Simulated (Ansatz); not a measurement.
# NO on Cu(100): dissociation, with O18 leaving for a neighbouring site, part 2 of 2

Aim: the minimum-energy path and barrier of the dissociation, with O18 leaving for a neighbouring site. The ends are relaxed first, then joined by a nudged elastic band. The slab cell is 2×2, 4 layers thick, and the adsorbate is set down on it by hand.

Ansatz 0.2.0; DFT PBEsol, plane waves, PAW, scalar-relativistic, no spin polarisation. Earlier steps stand in the parts before.

## (8) Images and barrier

The 5 inner images lie between the fixed ends 0 and 6. Energy is taken from image 0, and the path length is the program's own coordinate along the band.

| image | path (Å) | energy (eV) | N17–O18 (Å) | O18 x y z (Å) | band force (eV/Å) |
| --- | --- | --- | --- | --- | --- |
| 0 | 0.000 | 0.0000 | 1.23 | 3.83 3.83 8.48 | - |
| 1 | 0.535 | 0.0947 | 1.24 | 3.88 3.39 8.32 | 0.015 |
| 2 | 1.070 | 0.3775 | 1.29 | 3.92 3.00 8.00 | 0.047 |
| 3 | 1.604 | 0.4487 | 1.38 | 3.83 2.68 7.60 | 0.046 |
| 4* | 2.139 | 1.1479 | 1.84 | 3.83 2.29 7.57 | 0.014 |
| 5 | 2.743 | 0.3165 | 2.38 | 3.84 1.78 7.43 | 0.028 |
| 6 | 3.347 | -0.2021 | 2.68 | 3.83 1.28 7.23 | - |

The star marks the climbing image.

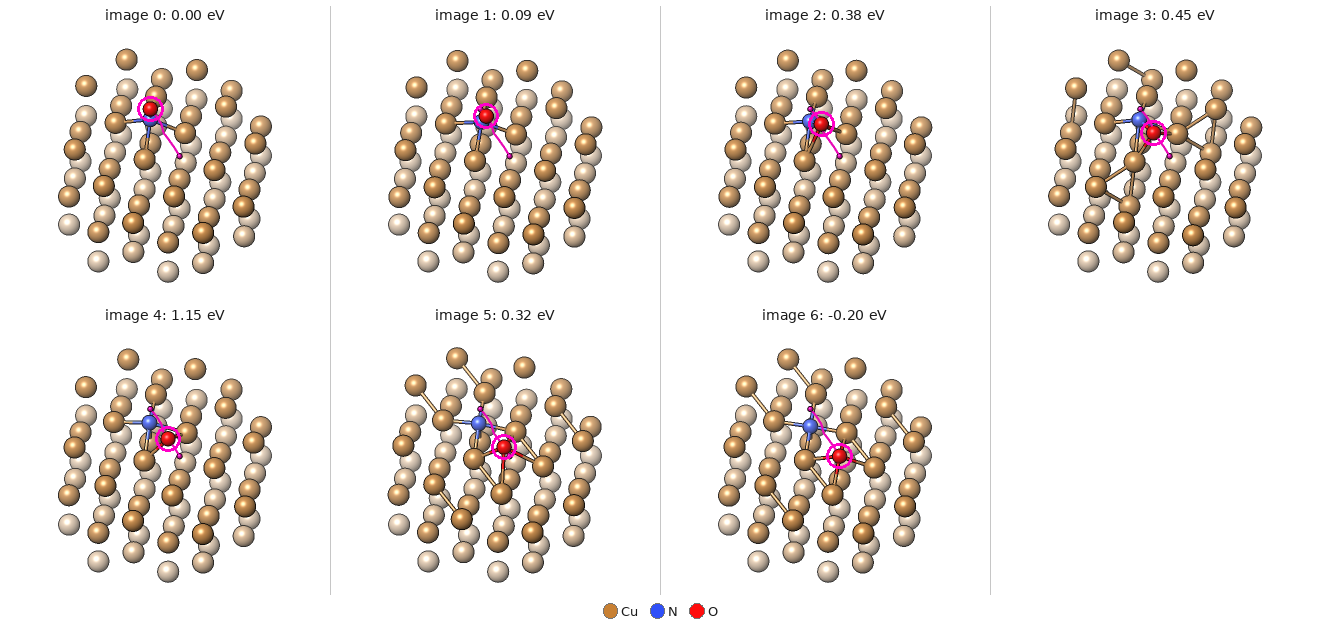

Snapshots along the band, viewed from above, slightly tilted. Ringed: O18. The magenta line is the track of the ringed atom over the whole band, with dots at its ends. Each atom of the cell is drawn once, at one copy chosen for all pictures, so bonds across the cell's faces may be missing, with copies of the slab's atoms added to fill out the patch; deeper layers are paler. Sticks join atoms closer than a bonding distance in each image.

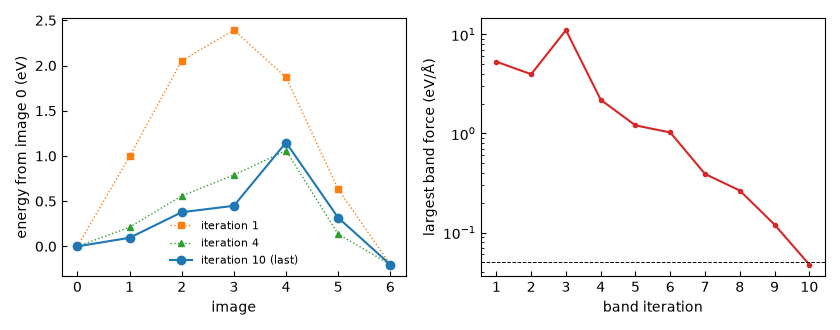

Left: energy of each image for early iterations and the last one (lines only join the points; early values far above the last band run off the scale). Right: the largest band force by iteration, with the threshold dashed.

The top of the band by iteration:

```csv
iteration,highest image above image 0 (eV),largest band force (eV/Å)
1,2.3915,5.291
2,1.6047,3.963
3,1.1812,11.039
4,1.0593,2.186
5,1.0568,1.205
6,1.0362,1.024
7,1.1512,0.390
8,1.1494,0.265
9,1.1483,0.120
10,1.1479,0.047
```

The band as a trajectory file:

```xyz
18
Lattice="5.105 0.000 0.000 0.000 5.105 0.000 0.000 0.000 17.415" Properties=species:S:1:pos:R:3 pbc="T T T" image=0 dE=0.0000
Cu    1.276    1.276    1.000
Cu    3.829    1.276    1.000
Cu    1.276    3.829    1.000
Cu    3.829    3.829    1.000
Cu    0.014    0.015    2.697
Cu    2.538    0.015    2.697
Cu    0.014    2.539    2.697
Cu    2.538    2.538    2.697
Cu    1.275    1.277    4.529
Cu    3.828    1.277    4.485
Cu    1.275    3.830    4.485
Cu    3.828    3.830    4.352
Cu   -0.009   -0.007    6.217
Cu    2.559   -0.007    6.217
Cu   -0.009    2.561    6.217
Cu    2.559    2.561    6.217
N     3.827    3.831    7.252
O     3.827    3.830    8.480
18
Lattice="5.105 0.000 0.000 0.000 5.105 0.000 0.000 0.000 17.415" Properties=species:S:1:pos:R:3 pbc="T T T" image=1 dE=0.0947
Cu    1.276    1.276    1.000
Cu    3.829    1.276    1.000
Cu    1.276    3.829    1.000
Cu    3.829    3.829    1.000
Cu    0.010   -0.001    2.679
Cu    2.542   -0.002    2.681
Cu    0.016    2.522    2.685
Cu    2.536    2.523    2.683
Cu    1.278    1.219    4.499
Cu    3.826    1.235    4.454
Cu    1.274    3.806    4.448
Cu    3.827    3.805    4.334
Cu   -0.003   -0.054    6.207
Cu    2.544   -0.052    6.222
Cu    0.006    2.505    6.140
Cu    2.545    2.508    6.142
N     3.828    3.724    7.133
O     3.881    3.385    8.322
18
Lattice="5.105 0.000 0.000 0.000 5.105 0.000 0.000 0.000 17.415" Properties=species:S:1:pos:R:3 pbc="T T T" image=2 dE=0.3775
Cu    1.276    1.276    1.000
Cu    3.829    1.276    1.000
Cu    1.276    3.829    1.000
Cu    3.829    3.829    1.000
Cu    0.008   -0.001    2.686
Cu    2.543   -0.004    2.688
Cu    0.014    2.530    2.683
Cu    2.536    2.532    2.681
Cu    1.277    1.230    4.501
Cu    3.826    1.244    4.441
Cu    1.269    3.802    4.447
Cu    3.830    3.801    4.368
Cu    0.019   -0.036    6.219
Cu    2.507   -0.031    6.237
Cu    0.022    2.499    6.171
Cu    2.523    2.513    6.153
N     3.807    3.834    7.028
O     3.918    2.998    7.999
18
Lattice="5.105 0.000 0.000 0.000 5.105 0.000 0.000 0.000 17.415" Properties=species:S:1:pos:R:3 pbc="T T T" image=3 dE=0.4487
Cu    1.276    1.276    1.000
Cu    3.829    1.276    1.000
Cu    1.276    3.829    1.000
Cu    3.829    3.829    1.000
Cu    0.016   -0.006    2.689
Cu    2.537   -0.007    2.689
Cu    0.003    2.547    2.691
Cu    2.550    2.547    2.691
Cu    1.277    1.245    4.480
Cu    3.829    1.248    4.418
Cu    1.277    3.807    4.467
Cu    3.829    3.822    4.419
Cu    0.039   -0.018    6.236
Cu    2.514   -0.020    6.236
Cu    0.062    2.473    6.172
Cu    2.490    2.471    6.174
N     3.830    3.932    7.014
O     3.831    2.683    7.604
18
Lattice="5.105 0.000 0.000 0.000 5.105 0.000 0.000 0.000 17.415" Properties=species:S:1:pos:R:3 pbc="T T T" image=4 dE=1.1479
Cu    1.276    1.276    1.000
Cu    3.829    1.276    1.000
Cu    1.276    3.829    1.000
Cu    3.829    3.829    1.000
Cu    0.014   -0.008    2.695
Cu    2.539   -0.008    2.695
Cu    0.000    2.561    2.694
Cu    2.553    2.561    2.694
Cu    1.276    1.273    4.474
Cu    3.829    1.274    4.408
Cu    1.276    3.821    4.495
Cu    3.829    3.845    4.472
Cu    0.041    0.075    6.255
Cu    2.509    0.072    6.254
Cu    0.056    2.512    6.235
Cu    2.499    2.508    6.236
N     3.829    3.913    6.705
O     3.831    2.291    7.572
18
Lattice="5.105 0.000 0.000 0.000 5.105 0.000 0.000 0.000 17.415" Properties=species:S:1:pos:R:3 pbc="T T T" image=5 dE=0.3165
Cu    1.276    1.276    1.000
Cu    3.829    1.276    1.000
Cu    1.276    3.829    1.000
Cu    3.829    3.829    1.000
Cu    0.012   -0.003    2.699
Cu    2.541   -0.003    2.700
Cu    0.002    2.570    2.700
Cu    2.551    2.571    2.700
Cu    1.275    1.302    4.481
Cu    3.828    1.299    4.408
Cu    1.276    3.847    4.531
Cu    3.830    3.870    4.487
Cu    0.027    0.167    6.319
Cu    2.510    0.149    6.306
Cu    0.035    2.579    6.299
Cu    2.527    2.565    6.302
N     3.828    3.971    6.516
O     3.843    1.778    7.432
18
Lattice="5.105 0.000 0.000 0.000 5.105 0.000 0.000 0.000 17.415" Properties=species:S:1:pos:R:3 pbc="T T T" image=6 dE=-0.2021
Cu    1.276    1.276    1.000
Cu    3.829    1.276    1.000
Cu    1.276    3.829    1.000
Cu    3.829    3.829    1.000
Cu    0.013   -0.012    2.699
Cu    2.540   -0.012    2.699
Cu    0.013    2.565    2.699
Cu    2.540    2.565    2.699
Cu    1.276    1.277    4.488
Cu    3.829    1.277    4.387
Cu    1.276    3.829    4.567
Cu    3.828    3.829    4.451
Cu    0.035    0.070    6.331
Cu    2.517    0.070    6.331
Cu    0.035    2.484    6.331
Cu    2.517    2.484    6.331
N     3.828    3.829    6.402
O     3.828    1.277    7.234
```

## (9) Outcome

The summary covers parts 1 to 2.

| quantity | value |
| --- | --- |
| end A | 6 moves, 0.568 eV lower |
| end B | 11 moves, 4.784 eV lower |
| barrier forwards | 1.15 eV |
| barrier backwards | 1.35 eV |
| second end relative to first | -0.202 eV |
| highest image | 4 of 0 to 6, climbing |
| band iterations | 10 |
| lowest curvatures at the top | -7.99 and 0.44 eV/Å² |

**Reading.** The bond meant to break goes from 1.23 to 2.68 Å, so the piece did come off. The barrier from the first end is 1.15 eV, 44 times kT at 300 K. Going back costs 1.35 eV, since the second end is 0.20 eV below the first. One curvature at the top is negative and the next is not: a first-order saddle point. A cell of 18 atoms lets the moving atom feel its images, and convergence in size and mesh was not shown. The cell holds an odd number of electrons and spin is off, so an unpaired electron is smeared over both spins.
